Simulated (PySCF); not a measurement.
# C5H9BO2: electronic excitations

Aim: predict the electronic excitations of C5H9BO2 (`C=C[C@H]1CCOBO1`).

The runs use PySCF 2.14.0, with density-fitted response routines of our own; the level of theory stands in each step. All values are computed, except where a source is named. Atoms are numbered from 0 throughout.

### 1 The starting structure

17 atoms, charge 0, multiplicity 1; geometry from: GFN2-xTB.

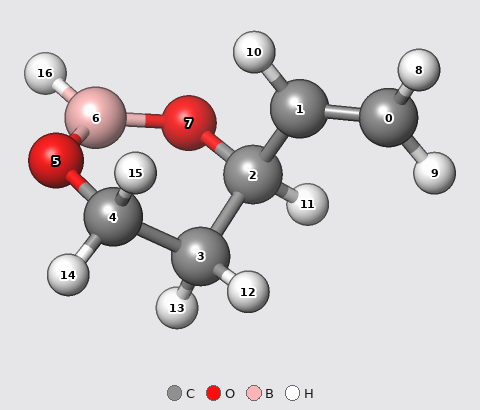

As it starts; carbon grey, oxygen red, boron pink, hydrogen white, atoms numbered.

### 2 TDDFT and polarisability: B3LYP/def2-SVPD

What the job is given:

```
{"job": {"kind": "uv", "xc": "B3LYP", "basis": "def2-SVPD", "nstates": 8, "ntriplets": 3}, "charge": 0, "multiplicity": 1}
C     -2.533649     0.047310     0.644100
C     -1.324499    -0.449868     0.468423
C     -0.457603    -0.153574    -0.726421
C      0.470769     1.043338    -0.447977
C      1.524543     0.637229     0.580756
O      2.178474    -0.560554     0.215663
B      1.553965    -1.448769    -0.589037
O      0.304067    -1.294925    -1.078356
H     -3.116801    -0.171686     1.521756
H     -2.989115     0.699475    -0.082937
H     -0.880895    -1.114654     1.196627
H     -1.094446     0.075504    -1.591730
H     -0.108354     1.892654    -0.086842
H      0.971319     1.316422    -1.379657
H      2.295830     1.410462     0.669039
H      1.059926     0.497918     1.565194
H      2.139470    -2.414252    -0.888512
```

Level: TDDFT B3LYP/def2-SVPD, vertical, gas phase, core orbitals frozen in the response.

Launch:

```console
$ OMP_NUM_THREADS=1 python probes_run.py task.json out
```

The driver reads the jobs from task.json and runs them one after another.

What it wrote:

```text
coarse grid: 14272 points
cycle   1  E = -370.8444122935  dE =  1.093e+00  |g| = 8.345e-01  |ddm| = 8.863e+00
cycle   2  E = -370.6692424308  dE =  1.752e-01  |g| = 1.283e+00  |ddm| = 2.715e+00
cycle   3  E = -370.9782288908  dE = -3.090e-01  |g| = 1.155e-01  |ddm| = 1.457e+00
cycle   4  E = -370.9808000582  dE = -2.571e-03  |g| = 3.879e-02  |ddm| = 2.773e-01
cycle   5  E = -370.9811732104  dE = -3.732e-04  |g| = 7.336e-03  |ddm| = 9.945e-02
cycle   6  E = -370.9811850679  dE = -1.186e-05  |g| = 1.689e-03  |ddm| = 2.127e-02
cycle   7  E = -370.9811855985  dE = -5.306e-07  |g| = 6.148e-04  |ddm| = 3.040e-03
final grid: 138016 points
cycle   8  E = -371.0635930067  dE = -7.088e-05  |g| = 5.029e-03  |ddm| = 2.481e-01
cycle   9  E = -371.0635901746  dE =  2.832e-06  |g| = 6.212e-03  |ddm| = 2.268e-02
cycle  10  E = -371.0635995366  dE = -9.362e-06  |g| = 8.424e-04  |ddm| = 1.150e-02
cycle  11  E = -371.0635996638  dE = -1.272e-07  |g| = 2.842e-04  |ddm| = 1.530e-03
cycle  12  E = -371.0635996782  dE = -1.438e-08  |g| = 7.952e-05  |ddm| = 5.036e-04
cycle  13  E = -371.0635996794  dE = -1.197e-09  |g| = 3.322e-05  |ddm| = 1.770e-04
cycle  14  E = -371.0635996796  dE = -1.983e-10  |g| = 6.881e-06  |ddm| = 4.295e-05
converged SCF energy = -371.0635996796

Static polarisability (au): isotropic 77.239, principal 65.910 71.291 94.515

Singlet excitations
state   eV       nm        f      main configurations
  1   6.7508    183.7   0.12221   H->L 0.63, H-1->L 0.19, H-2->L 0.13
  2   6.9031    179.6   0.02281   H-1->L 0.71, H-2->L 0.10, H->L 0.09
  3   7.0708    175.3   0.02346   H->L+1 0.87
  4   7.2034    172.1   0.01083   H->L+2 0.96
  5   7.4687    166.0   0.00479   H-3->L 0.78
  6   7.6010    163.1   0.20063   H-2->L 0.53, H->L 0.15
  7   7.6401    162.3   0.04139   H->L+3 0.71
  8   7.7375    160.2   0.00104   H-1->L+1 0.83

Triplet excitations (Tamm-Dancoff, eV): 4.4626 6.6472 6.9258
```

Wall time 2.1 min (1 thread of Intel Xeon at 2.50GHz, shared host); peak memory 0.95 GiB.

The orbitals next to the gap, with their largest atomic shares:

| orbital | eV | atoms |
| --- | --- | --- |
| HOMO−3 | -8.98 | O5 14 %, O7 13 %, C3 11 % |
| HOMO−2 | -8.62 | O5 28 %, O7 20 %, C4 10 % |
| HOMO−1 | -8.32 | O5 36 %, O7 29 %, C4 8 % |
| HOMO | -7.62 | C0 33 %, C1 29 %, C2 7 % |
| LUMO | -0.47 | C0 33 %, C1 32 %, H9 6 % |
| LUMO+1 | 0.27 | B6 24 %, C3 10 %, C0 9 % |
| LUMO+2 | 0.49 | B6 19 %, O5 16 %, O7 16 % |

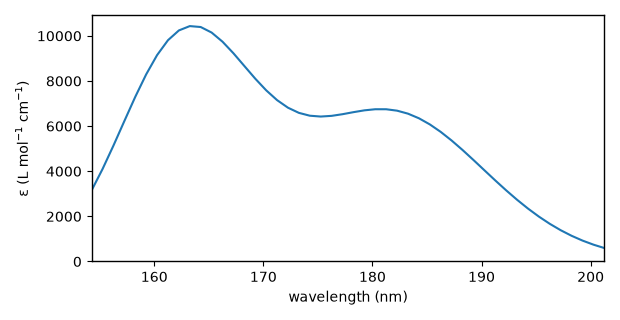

Absorption spectrum: each of the 8 states is a Gaussian band of 0.4 eV half-width at 1/e. Beyond the last state computed it falls off for lack of states.

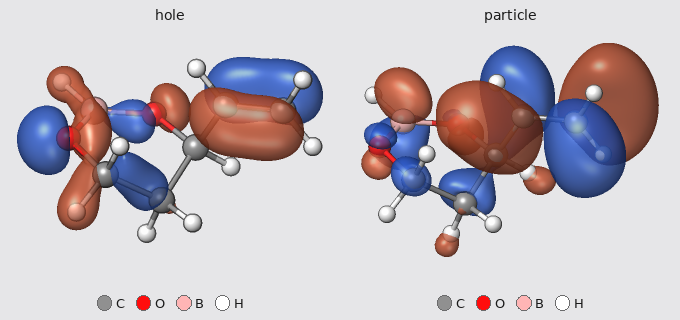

Leading natural transition orbitals of singlet state 6: the electron leaves the hole (left) for the particle orbital (right).

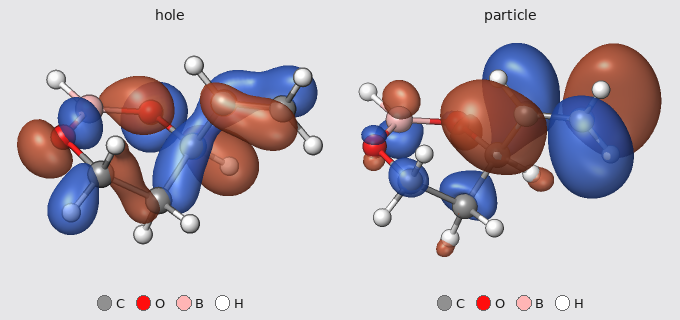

Leading natural transition orbitals of singlet state 1: the electron leaves the hole (left) for the particle orbital (right).

Ground-state properties from the same run:

| property | computed |
| --- | --- |
| dipole moment (D) | 3.07 |
| polarisability (Å³) | 11.45 |
| HOMO–LUMO gap (eV) | 7.15 |
| −ε(HOMO) (eV) | 7.62 |

The fields below are evaluated on a grid from the run's orbitals.

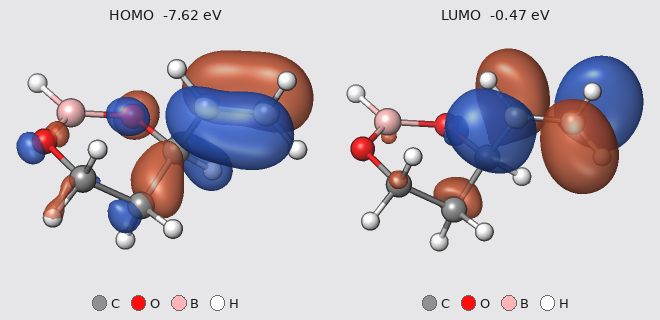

Frontier orbitals at B3LYP/def2-SVPD; each surface holds 70 % of the orbital's density, blue and red mark the sign.

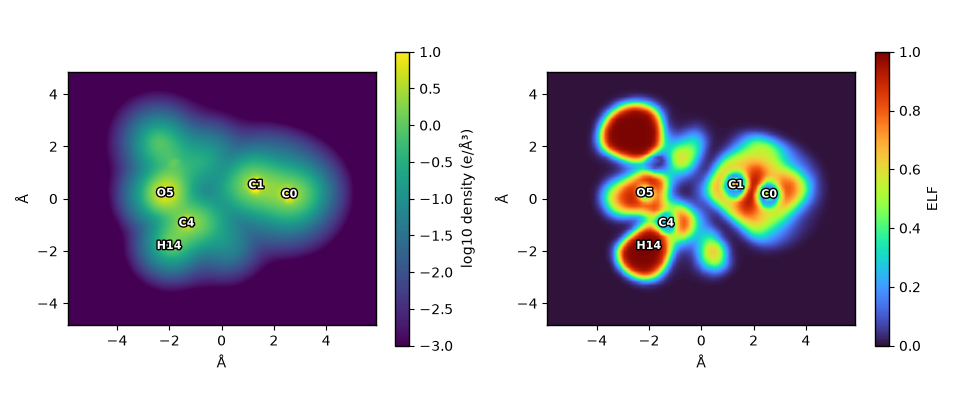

Density (left) and ELF (right) in a plane through or near 5 of the atoms.

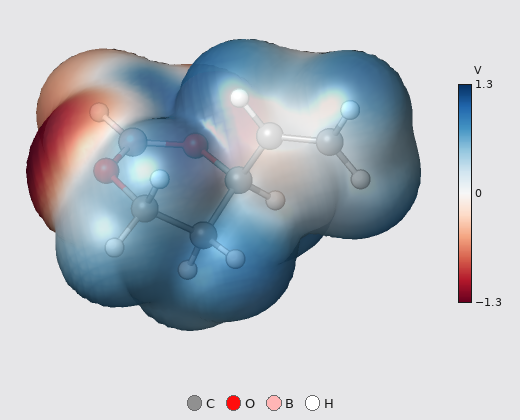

The potential that a unit positive charge feels on the 0.002 e/bohr³ surface, from -1.30 V near O7 to 0.96 V near H12.

### 3 Outcome

| quantity | value |
| --- | --- |
| lowest singlet (B3LYP/def2-SVPD) | 6.75 eV (184 nm), f = 0.122 |
| brightest single state of those computed | state 6, 7.60 eV, f = 0.201 |
| lowest triplet | 4.46 eV |
| surface potential, least and greatest | -1.30 V and 0.96 V |

What this shows: The first singlet state (HOMO→LUMO 0.63, HOMO−1→LUMO 0.19) lies at 6.75 eV and is bright; of the 8 states computed, the strongest absorption comes from state 6 at 7.60 eV. The lowest triplet lies 2.29 eV below the lowest singlet (triplets in Tamm-Dancoff, singlets in full TDDFT). At B3LYP/def2-SVPD, counted by nearest atom on the grid, the HOMO lies on C0, C1 about 30 % each; O7 6 %, the LUMO on C0, C1 about 27 % each; H8, H9 about 10 % each.
